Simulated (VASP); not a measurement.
Band structure of Se (space group P3_121). These are PBE GGA, VASP's PBE PAW potentials (set 64) (plane waves; VASP) values and carry that method's errors.

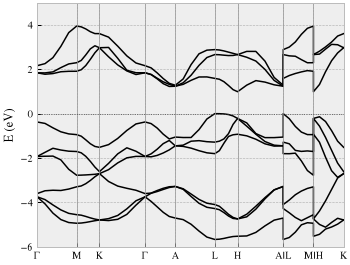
Fig. 1. Bands along high-symmetry lines, zero at the valence-band maximum or, without a gap, the Fermi level

Problem. Read the plot: is there a gap, and where are the band edges?

Solution. The gap is indirect, 0.99 eV, from the valence maximum at L to the conduction minimum at H.

The structure is a typed Se crystal (P3_121). The cell was not relaxed at this level.
